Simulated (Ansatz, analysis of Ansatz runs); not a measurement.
# Migration in MgB2C2 (Pnnm): Mg_i hop between interstitial places, charge +2

Wanted: path and barrier of a jump of Mg in MgB2C2 (Pnnm) at charge +2. The case: Mg_i hop between interstitial places, in a cell of 60 host atoms with 1 Mg put in.

Main program and level: Ansatz 0.2.0; plane-wave PAW DFT, PBEsol; nudged elastic band between two relaxed defect structures at fixed charge in a uniform background.

### Step 1. The structure

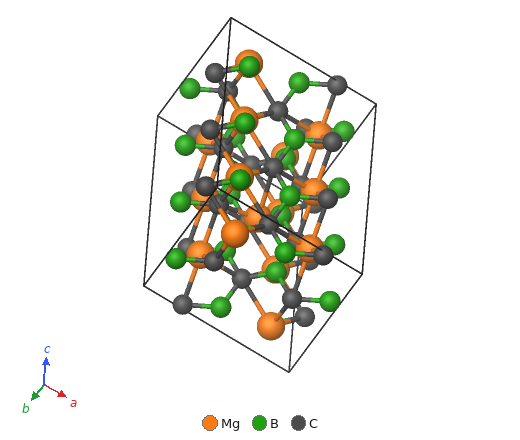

The cell as given, from a free direction (magnesium orange, boron green, carbon dark grey). Some periodic images of atoms are drawn too.

The cell holds 61 atoms: 13 Mg, 24 B and 24 C. Cell: a = 8.529 Å, b = 8.529 Å, c = 8.298 Å, α = 90.0°, β = 90.0°, γ = 65.6°. It derives from MgB2C2 (space group Pnnm). Nearest the centre at fractional (0.250, 0.750, 0.333): Mg61 at 1.14 Å, B31 at 1.73 Å, B29 at 1.73 Å, C39 at 2.24 Å, C37 at 2.24 Å, Mg24 at 2.31 Å, Mg23 at 2.31 Å, C14 at 2.48 Å. The cell carries charge +2.

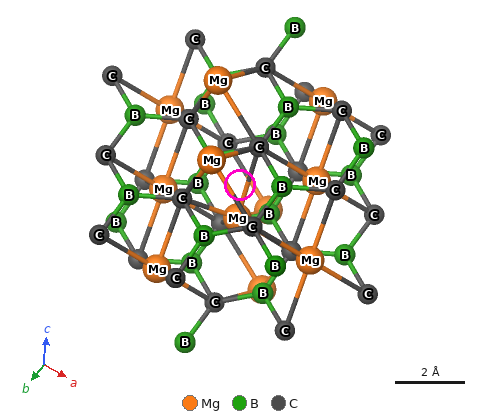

The atoms within 5 Å of the centre. A ring marks the centre wherever it is empty.

The cell's shortest repeat is 8.3 Å.

### Step 2. Relaxation of the start point, charge +2

The ends come first: from an unrelaxed start the top is counted from too high an energy, and the barrier comes out too low. Small random displacements break the symmetry of the ideal sites, so that the defect can distort if it gains by it. The charge of +2 is set by the electron count, and a uniform background keeps the cell neutral.

Contents of qp2.start/input.yaml:

```yaml
crystal:
  lattice:
    - [4.61704896, 7.1710112, 0.0]
    - [-4.61704896, 7.1710112, 0.0]
    - [0.0, 0.0, 8.29768847]
  atoms:
    - { symbol: Mg, position: [0.0, 0.5, 0.16666667] }
    - { symbol: Mg, position: [0.5, 0.0, 0.16666667] }
    - { symbol: Mg, position: [0.0, 0.0, 0.0] }
    - { symbol: Mg, position: [0.5, 0.5, 0.0] }
    - { symbol: B, position: [0.30686491, 0.42274145, 0.16666667] }
    - { symbol: B, position: [0.80686491, 0.92274145, 0.16666667] }
    - { symbol: B, position: [0.19313509, 0.07725855, 0.16666667] }
    - { symbol: B, position: [0.69313509, 0.57725855, 0.16666667] }
    - { symbol: B, position: [0.42274145, 0.80686491, 0.0] }
    - { symbol: B, position: [0.92274145, 0.30686491, 0.0] }
    - { symbol: B, position: [0.07725855, 0.69313509, 0.0] }
    - { symbol: B, position: [0.57725855, 0.19313509, 0.0] }
    - { symbol: C, position: [0.00257364, 0.21824658, 0.16666667] }
    - { symbol: C, position: [0.50257364, 0.71824658, 0.16666667] }
    - { symbol: C, position: [0.49742636, 0.28175342, 0.16666667] }
    - { symbol: C, position: [0.99742636, 0.78175342, 0.16666667] }
    - { symbol: C, position: [0.21824658, 0.50257364, 0.0] }
    - { symbol: C, position: [0.71824658, 0.00257364, 0.0] }
    - { symbol: C, position: [0.28175342, 0.99742636, 0.0] }
    - { symbol: C, position: [0.78175342, 0.49742636, 0.0] }
    - { symbol: Mg, position: [0.0, 0.5, 0.5] }
    - { symbol: Mg, position: [0.5, 0.0, 0.5] }
    - { symbol: Mg, position: [0.0, 0.0, 0.33333333] }
    - { symbol: Mg, position: [0.5, 0.5, 0.33333333] }
    - { symbol: B, position: [0.30686491, 0.42274145, 0.5] }
    - { symbol: B, position: [0.80686491, 0.92274145, 0.5] }
    - { symbol: B, position: [0.19313509, 0.07725855, 0.5] }
    - { symbol: B, position: [0.69313509, 0.57725855, 0.5] }
    - { symbol: B, position: [0.42274145, 0.80686491, 0.33333333] }
    - { symbol: B, position: [0.92274145, 0.30686491, 0.33333333] }
    - { symbol: B, position: [0.07725855, 0.69313509, 0.33333333] }
    - { symbol: B, position: [0.57725855, 0.19313509, 0.33333333] }
    - { symbol: C, position: [0.00257364, 0.21824658, 0.5] }
    - { symbol: C, position: [0.50257364, 0.71824658, 0.5] }
    - { symbol: C, position: [0.49742636, 0.28175342, 0.5] }
    - { symbol: C, position: [0.99742636, 0.78175342, 0.5] }
    - { symbol: C, position: [0.21824658, 0.50257364, 0.33333333] }
    - { symbol: C, position: [0.71824658, 0.00257364, 0.33333333] }
    - { symbol: C, position: [0.28175342, 0.99742636, 0.33333333] }
    - { symbol: C, position: [0.78175342, 0.49742636, 0.33333333] }
    - { symbol: Mg, position: [0.0, 0.5, 0.83333333] }
    - { symbol: Mg, position: [0.5, 0.0, 0.83333333] }
    - { symbol: Mg, position: [0.0, 0.0, 0.66666667] }
    - { symbol: Mg, position: [0.5, 0.5, 0.66666667] }
    - { symbol: B, position: [0.30686491, 0.42274145, 0.83333333] }
    - { symbol: B, position: [0.80686491, 0.92274145, 0.83333333] }
    - { symbol: B, position: [0.19313509, 0.07725855, 0.83333333] }
    - { symbol: B, position: [0.69313509, 0.57725855, 0.83333333] }
    - { symbol: B, position: [0.42274145, 0.80686491, 0.66666667] }
    - { symbol: B, position: [0.92274145, 0.30686491, 0.66666667] }
    - { symbol: B, position: [0.07725855, 0.69313509, 0.66666667] }
    - { symbol: B, position: [0.57725855, 0.19313509, 0.66666667] }
    - { symbol: C, position: [0.00257364, 0.21824658, 0.83333333] }
    - { symbol: C, position: [0.50257364, 0.71824658, 0.83333333] }
    - { symbol: C, position: [0.49742636, 0.28175342, 0.83333333] }
    - { symbol: C, position: [0.99742636, 0.78175342, 0.83333333] }
    - { symbol: C, position: [0.21824658, 0.50257364, 0.66666667] }
    - { symbol: C, position: [0.71824658, 0.00257364, 0.66666667] }
    - { symbol: C, position: [0.28175342, 0.99742636, 0.66666667] }
    - { symbol: C, position: [0.78175342, 0.49742636, 0.66666667] }
    - { symbol: Mg, position: [0.25, 0.75, 0.196341] }
total_charge: 2
basis:
  ecutwfc: 420
  xc_grid: 2
hamiltonian:
  xc: pbesol
kpoints:
  mp_grid: { grid: [1, 1, 1], shift: [0.25, 0.25, 0.25] }
scf:
  occupations: { method: fixed }
  max_iter: 60
output:
  forces: true
relax:
  f_tol: 0.02
  max_steps: 70
  random_displacement: { amplitude: 0.03, seed: 8041 }
```

Started as:

```bash
ansatz run input.yaml --threads 4 --pin off --max-ram 7536MiB --backend cpu --events-out ev --progress --plain --runs-dir out
```

Numbers of over 12 decimals in the logs are rounded to 6 here.

What it wrote:

```text
[... repeated set-up lines and file paths are left out, and long positions are rounded to six places ...]
The last accepted step is kept in <dir> (removed where the run ends without a failure and the disk answers)
Engine: ansatz 0.2.0, x86_64-unknown-linux-gnu
Pseudopotentials: kind: paw
Pseudopotential: Mg, paw, valence charge 10, recommended cutoff 420 eV (normal), Mg.paw.azcp
Pseudopotential: B, paw, valence charge 3, recommended cutoff 420 eV (normal), B.paw.azcp
Pseudopotential: C, paw, valence charge 4, recommended cutoff 420 eV (normal), C.paw.azcp
Functional definition: PBEsol
  exchange = pbesol_x
  correlation = pbesol_c
Crystal: 61 atoms, lattice volume = 549.455 Å³
Basis set: ecut = 420 eV, 10723 PW (Γ), exchange–correlation on 120×120×120 points (8 copies of the dense FFT grid, shifted against one another)
Bands: 209, of which v1, the nominal top of the filled ones, is band 148 counted from 1 (147 counted from 0)
Symmetry: 1 space group operations
k-points: 1
Non-local potential: Mg, projectors of the file, l = 0: 3, l = 1: 2, l = 2: 1
Non-local potential: B, projectors of the file, l = 0: 2, l = 1: 2, l = 2: 1
Non-local potential: C, projectors of the file, l = 0: 2, l = 1: 2, l = 2: 1
PAW form: soft (Blöchl's): semilocal exchange-correlation on the pseudo side does not see the compensation charge
PAW frozen core: Mg, regenerated for the run's functional, and the local potential with it (the file was generated under x = pbe(κ = 0.804, μ = 0.219515), c = pbe(β = 0.066725))
PAW frozen core: B, regenerated for the run's functional, and the local potential with it (the file was generated under x = pbe(κ = 0.804, μ = 0.219515), c = pbe(β = 0.066725))
PAW frozen core: C, regenerated for the run's functional, and the local potential with it (the file was generated under x = pbe(κ = 0.804, μ = 0.219515), c = pbe(β = 0.066725))
PAW one-centre angular grid: Mg, 110 points (default); XC on 64 Gauss nodes
PAW one-centre angular grid: B, 110 points (default); XC on 64 Gauss nodes
PAW one-centre angular grid: C, 110 points (default); XC on 64 Gauss nodes
Initial density: superposition of atomic densities (neutral atoms scaled as one to the charged cell's electrons: chi_scale 0, normalization atom), corrected by the library's trained network
Initial wavefunctions: pseudopotential atomic-orbital guess
Functional: x = pbesol(κ = 0.804, μ = 0.123457), c = pbesol(β = 0.046)
SCF iter   1: F=—  HF=-34465.730632 eV  |F-HF|=—  |Δ(HF+E_count)|=         —  Δρ=1.42e-2  dr2=1.09e0  ethr=1.77e-3  ⟨swp⟩=5.0  Hψ=645  notcnv=0  defer=57
preconditioner: auto → Resta (q_TF=auto, 2.461 Å⁻¹)  ε∞=4.2  [insulator: Δε(μ)=1.359 eV  Ē_g=12.323 eV  n_scr=148 (ndim 8)  ℏωp=22.0 eV  f_vac=0.006  ε∞_Penn≈4.2]
SCF iter   2: F=—  HF=-34465.398011 eV  |F-HF|=—  |Δ(HF+E_count)|=   3.33e-1  Δρ=7.08e-3  dr2=3.12e-1  ethr=3.69e-4  ⟨swp⟩=3.0  Hψ=354  notcnv=0  defer=59
SCF iter   3: F=—  HF=-34465.270545 eV  |F-HF|=—  |Δ(HF+E_count)|=   1.27e-1  Δρ=1.35e-3  dr2=1.58e-2  ethr=1.05e-4  ⟨swp⟩=2.0  Hψ=249  notcnv=0  defer=40
automatic band count: iteration 3 solves 190 bands in place of 209: the levels show a gap, and the empty bands left out lie too high to hold charge; the band table lists the bands solved (type scf.n_extra_bands for more)
SCF iter   4: F=—  HF=-34465.265431 eV  |F-HF|=—  |Δ(HF+E_count)|=   5.11e-3  Δρ=3.90e-4  dr2=1.20e-3  ethr=5.33e-6  ⟨swp⟩=2.0  Hψ=251  notcnv=0  defer=40
SCF iter   5: F=—  HF=-34465.265214 eV  |F-HF|=—  |Δ(HF+E_count)|=   2.17e-4  Δρ=1.54e-4  dr2=1.19e-4  ethr=4.05e-7  ⟨swp⟩=2.0  Hψ=321  notcnv=0  defer=40
SCF iter   6: F=-34465.265229 eV  HF=-34465.265227 eV  |F-HF|=2.19e-6  |Δ(HF+E_count)|=   1.37e-5  Δρ=3.31e-5  dr2=7.96e-6  ethr=3.38e-9  ⟨swp⟩=3.0  Hψ=692  notcnv=0
SCF 1 converged in 6 iterations: F = -34465.265229 eV  dr2 = 7.96e-6
  greatest PAW one-centre occupation: 1.000 electrons in one spin orbital (limit 2), on the Mg atom at site 60 (counted from 0), in its partial waves of l = 1
relax step   1: F+E_penalty+E_count = -34465.26522948 eV  Δ(F+E_penalty+E_count) = +0.000e0 eV  max|allowed force component| = 2.250e0 eV/Å  Δτ_max = 0.0000 Å  (6 SCF iters, dr2 threshold 1.00e-5 eV, accepted)
[... the SCF cycles and remarks between the steps are left out from here to the last step ...]
relax step   2: F+E_penalty+E_count = -34466.71166678 eV  Δ(F+E_penalty+E_count) = -1.446e0 eV  max|allowed force component| = 1.148e0 eV/Å  Δτ_max = 0.1397 Å  (5 SCF iters, dr2 threshold 1.00e-4 eV, accepted)
relax step   3: F+E_penalty+E_count = -34467.24712946 eV  Δ(F+E_penalty+E_count) = -5.355e-1 eV  max|allowed force component| = 1.310e-1 eV/Å  Δτ_max = 0.2000 Å  (5 SCF iters, dr2 threshold 8.24e-5 eV, accepted)
relax step   4: F+E_penalty+E_count = -34467.25942619 eV  Δ(F+E_penalty+E_count) = -1.230e-2 eV  max|allowed force component| = 8.369e-2 eV/Å  Δτ_max = 0.0293 Å  (6 SCF iters, dr2 threshold 1.07e-6 eV, accepted)
relax step   5: F+E_penalty+E_count = -34467.26255544 eV  Δ(F+E_penalty+E_count) = -3.129e-3 eV  max|allowed force component| = 9.721e-3 eV/Å  Δτ_max = 0.0098 Å  (5 SCF iters, dr2 threshold 4.38e-7 eV, accepted)
iter 1 solved again at ethr=5.17e-11 eV; its pass at ethr=3.10e-3 eV (dr2=1.53e-7 eV) is discarded
SCF iter   1: F=—  HF=-34467.262675 eV  |F-HF|=—  |Δ(HF+E_count)|=         —  Δρ=4.02e-6  dr2=1.53e-7  ethr=5.17e-11  ⟨swp⟩=1.0  Hψ=404  notcnv=0  defer=37
automatic band count: iteration 1 solves 190 bands in place of 209: the levels show a gap, and the empty bands left out lie too high to hold charge; the band table lists the bands solved (type scf.n_extra_bands for more)
SCF iter   2: F=—  HF=-34467.262555 eV  |F-HF|=—  |Δ(HF+E_count)|=   1.19e-4  Δρ=2.32e-6  dr2=4.22e-8  ethr=3.38e-11  ⟨swp⟩=2.0  Hψ=631  notcnv=0
SCF iter   3: F=-34467.262555 eV  HF=-34467.262555 eV  |F-HF|=1.35e-9  |Δ(HF+E_count)|=   1.21e-8  Δρ=8.70e-7  dr2=6.78e-9  ethr=1.43e-11  ⟨swp⟩=2.0  Hψ=551  notcnv=0
SCF 6 converged in 3 iterations: F = -34467.262555 eV  dr2 = 6.78e-9
relax step   6: F+E_penalty+E_count = -34467.26255549 eV  Δ(F+E_penalty+E_count) = -5.455e-8 eV  max|allowed force component| = 9.695e-3 eV/Å  Δτ_max = 0.0000 Å  (3 SCF iters, accepted)
SCF converged after 3 iterations
Free energy (F): -34467.262555 eV
Harris-Foulkes:  -34467.262555 eV  (|F-HF|=1.35e-9)
Internal energy: -34467.262555 eV  (E = F + TS)
E sigma→0 (E₀):  -34467.262555 eV
Fermi energy:    8.163722 eV
--- Per-component energies (eV) ---
  E_band       = -3887.539940
  E_kinetic    = 4337.712014
  E_local      = -23960.275198  (includes V_loc(G=0)·N_el)
  E_nonlocal   = 2170.226063
  E_hartree    = 8477.600307
  E_xc         = -2294.382131
  E_vxc        = -2834.165680  (∫ρ·V_xc dr)
  E_paw        = -7745.391010  (= ΣΔE_a)
  E_vpaw       = -556.234364  (= ΣTr[D̂ρ^β])
  E_aug_tail   = 0.000116  (compensation charges beyond the density's cutoff)
  E_ewald      = -15454.377399
  E_core_change = 1.624684  (= ΣΔE_core)
  E_smearing   = -0.000000  (= −TS)
  E_closure    = -0.000000  (closes the sum)
  E_deformation_potential = 34.090225  (in the stress; not in F)
  Σ components = -34467.262555   (vs F -34467.262555, Δ=0.00e0)
--- Forces (eV/Å), atoms counted from 1 ---
  atom   1  Mg     0.00268748     0.00824113     0.00029305
  atom   2  Mg    -0.00172304    -0.00498062     0.00213887
  [... 11 atoms left out ...]
  atom  14  C      0.00414766    -0.00735137    -0.00122290
  [... 1 atom left out ...]
  atom  16  C     -0.00811247     0.00742297    -0.00386473
  [... 6 atoms left out ...]
  atom  23  Mg     0.00142298     0.00942178    -0.00212602
  atom  24  Mg    -0.00205875    -0.00707099     0.00019647
  [... 4 atoms left out ...]
  atom  29  B     -0.00282467    -0.00070347     0.00733590
  [... 1 atom left out ...]
  atom  31  B      0.00389704     0.00269819     0.00619399
  [... 2 atoms left out ...]
  atom  34  C      0.00581380    -0.00139692     0.00268666
  [... 2 atoms left out ...]
  atom  37  C     -0.00204302    -0.00846235     0.00103516
  [... 1 atom left out ...]
  atom  39  C      0.00283322     0.00386127    -0.00452140
  [... 21 atoms left out ...]
  atom  61  Mg     0.00081960    -0.00366065    -0.00055856
  max |Σ_I F_I| component: 4.85e-6 eV/Å
--- Relaxed structure (6 steps of the walk, 6 accepted, 0 SCFs on fresh bases) ---
  F+E_penalty+E_count = -34467.26255549 eV   max|allowed force component| = 9.695e-3 eV/Å
  atoms:
    - { symbol: Mg, position: [0.013489, 0.490494, 0.167103] }
    - { symbol: Mg, position: [0.487087, 0.009272, 0.166689] }
    [... 11 atoms left out ...]
    - { symbol: C, position: [0.514783, 0.712057, 0.166971] }
    [... 1 atom left out ...]
    - { symbol: C, position: [0.985835, 0.787712, 0.166878] }
    [... 6 atoms left out ...]
    - { symbol: Mg, position: [-0.036600, 0.019553, 0.337737] }
    - { symbol: Mg, position: [0.537103, 0.480224, 0.337324] }
    [... 4 atoms left out ...]
    - { symbol: B, position: [0.437214, 0.800988, 0.337641] }
    [... 1 atom left out ...]
    - { symbol: B, position: [0.063501, 0.698859, 0.337805] }
    [... 2 atoms left out ...]
    - { symbol: C, position: [0.514107, 0.715692, 0.501543] }
    [... 2 atoms left out ...]
    - { symbol: C, position: [0.223205, 0.516378, 0.332662] }
    [... 1 atom left out ...]
    - { symbol: C, position: [0.277363, 0.983326, 0.332743] }
    [... 21 atoms left out ...]
    - { symbol: Mg, position: [0.250293, 0.749971, 0.166975] }
```

It took 15 s on 4 threads of Intel Xeon Platinum 8488C (Sapphire Rapids), shared host; peak memory 0.92 GiB; 53 s of CPU time.

Step by step:

```csv
step,energy less that of the first step (eV),largest force component (eV/Å)
1,0.0000,2.2495
2,-1.4464,1.1480
3,-1.9819,0.1310
4,-1.9942,0.0837
5,-1.9973,0.0097
6,-1.9973,0.0097
```

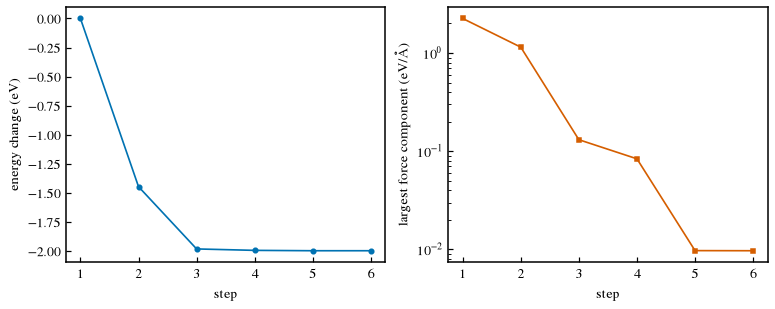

Energy and largest force along the relaxation.

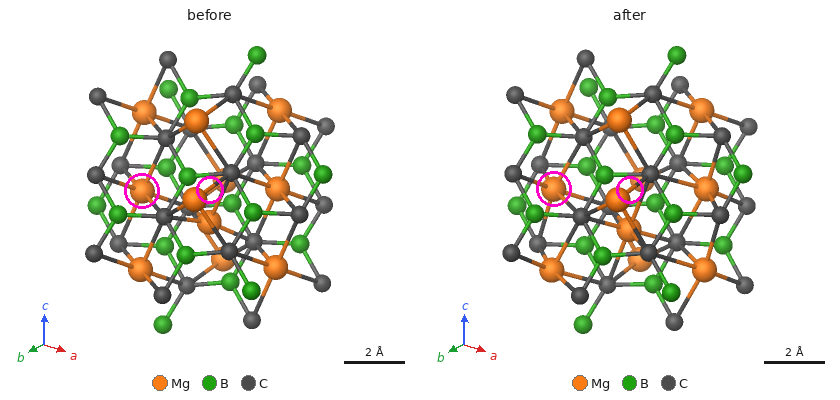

Before and after: the atoms that start within 5 Å of the centre. Mg23, which moves most, is ringed if it is among them. A ring with no atom in it marks the empty centre.

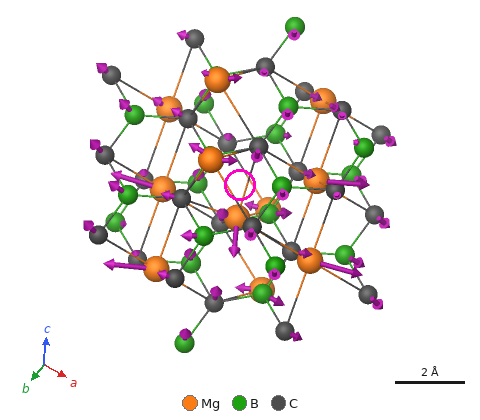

Displacements in the relaxation from the typed sites near the centre, exaggerated, the mean shift taken out; the longest in the cell stands for 0.29 Å. A ring marks the centre wherever it is empty.

The atoms that moved most (Å, from the sites as typed, ahead of the random displacement, the mean shift of all atoms taken out):

| atom | dx | dy | dz | length |
| --- | --- | --- | --- | --- |
| Mg23 | -0.261 | -0.124 | 0.038 | 0.291 |
| Mg24 | 0.261 | 0.123 | 0.035 | 0.290 |
| Mg4 | 0.261 | 0.123 | -0.030 | 0.290 |
| Mg3 | -0.261 | -0.123 | -0.027 | 0.289 |
| Mg61 | 0.000 | 0.001 | -0.242 | 0.242 |
| C38 | -0.045 | -0.136 | 0.008 | 0.144 |
| C20 | 0.045 | 0.136 | 0.000 | 0.143 |
| C40 | 0.046 | 0.135 | 0.008 | 0.142 |

Neighbours of Mg61 at the end:

```csv
atom,distance (Å)
C14,2.142
C16,2.142
B29,2.304
B9,2.305
B31,2.305
B11,2.305
C39,2.507
C19,2.508
C37,2.509
C17,2.509
B7,2.524
B5,2.525
```

Read from the output:

```
free energy                                                                                       : -34467.2626 eV
largest move from the ideal geometry of this structure, a common shift of the far atoms taken out : 0.2910 Å
```

The relaxation gained 1.997 eV and ended with a largest force component of 0.0097 eV/Å.

(Part 1 of 4 ends here.)

[Logs are printed without paths, hosts, clocks, repeated set-up lines and the standing remarks that a program may print on its own settings, such as how far it seeks lower states.]

[Hosts, paths, dates, database ids (printed as entryN), source tags and the programs' standing remarks are cut or masked in the printed files.]
